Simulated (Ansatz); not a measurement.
**C$_{2}$H$_{3}$Al$_{2}$ (SMILES [CH]1=[CH][AlH][Al]1) (doublet): density, localisation and related maps**

Input

```
crystal:
  periodic: [false, false, false]
  atoms:
    - symbol: C
      position_ang: [-0.006466, 0.170901, 0.754622]
    - symbol: C
      position_ang: [0.520262, -1.071125, 0.540292]
    - symbol: Al
      position_ang: [2.065925, -0.834964, -0.724188]
    - symbol: Al
      position_ang: [1.010110, 1.521084, -0.273332]
    - symbol: H
      position_ang: [-0.876546, 0.301756, 1.423502]
    - symbol: H
      position_ang: [0.083124, -1.955263, 1.032002]
    - symbol: H
      position_ang: [0.762822, 3.096092, -0.335948]
basis:
  gaussian: {orbitals: def2-TZVPD}
magnetization: {spin_polarized: true, initial_magnetization: 1}
hamiltonian: {xc: pbe0}
output: {forces: true, orbitals: {seedname: orbitals}}
```

Run with:

```sh
ansatz run input.yaml --threads 1 --pin off --max-ram 2610MiB --events-out events.jsonl --progress --plain --runs-dir runs
```

Geometry: B3LYP-D3(BJ)/def2-SVP.

All numbers below come from Ansatz 0.2.0, isolated molecule in a Gaussian basis; Kohn-Sham density functional theory, functional PBE0.

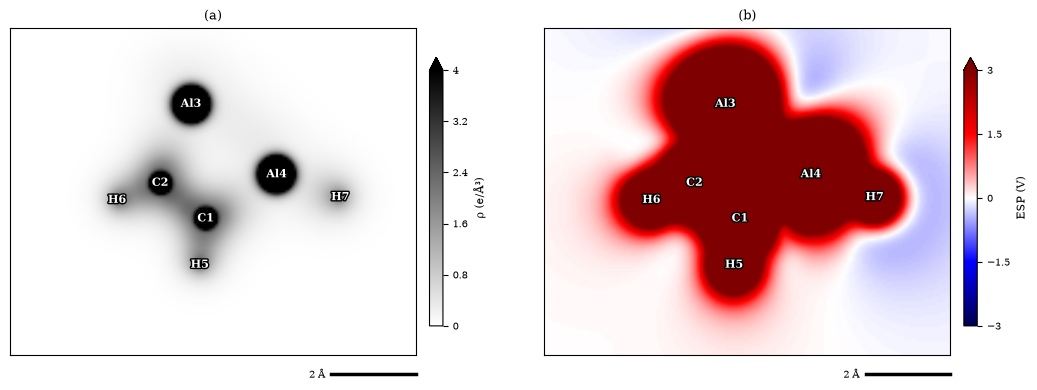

Figure 1. (a) electron density; (b) electrostatic potential on the molecular plane.

> Describe what can be read from this map.

Atoms in the plane: C, Al and H.
C–C (1.37 Å): the density is about 2.2 e/Å³ at the midpoint.
C–Al (1.98 Å): the density is about 0.68 e/Å³ at the midpoint.
Al–Al (2.62 Å): the density is about 0.28 e/Å³ at the midpoint.
C–H (1.10 Å): ρ is about 1.9 e/Å³ halfway.
Al–H (1.60 Å): the density is about 0.53 e/Å³ at the midpoint.
Outside the dense part of the molecule the potential is most negative (−0.4 V) near H7.

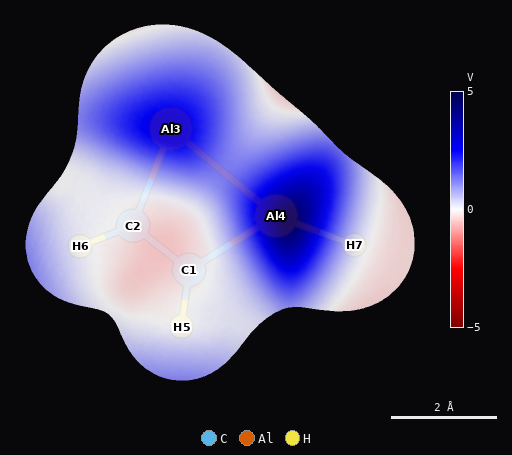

Figure 2. The molecular electrostatic potential painted on the density surface at 0.004 e/bohr³, seen across its widest extent; red is negative and blue positive.

> Which sites attract a positive test charge, and which a negative one?

A positive charge is drawn to the negative regions and a negative charge to the positive ones. The most negative region (about −0.5 V) lies over the π face of C1 and C2, the most positive (about +4.4 V) over Al4.

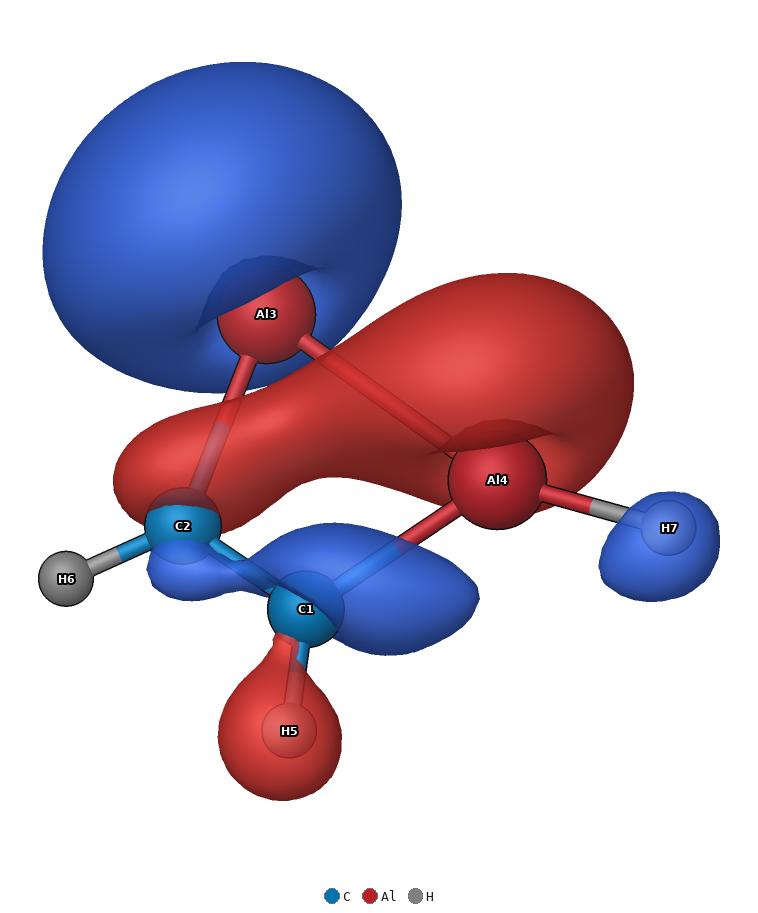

Figure 3. The LUMO (β) at ±0.1 Å⁻³ᐟ² (blue and red are the two phases), seen at an oblique angle.

> Where does this orbital lie, and at what energy?

It lies mainly on Al3 (about 60 %) and Al4 (about 20 %); it is symmetric in the molecular plane (an in-plane orbital: σ, lone-pair or in-plane π type). Its energy is −2.28 eV.
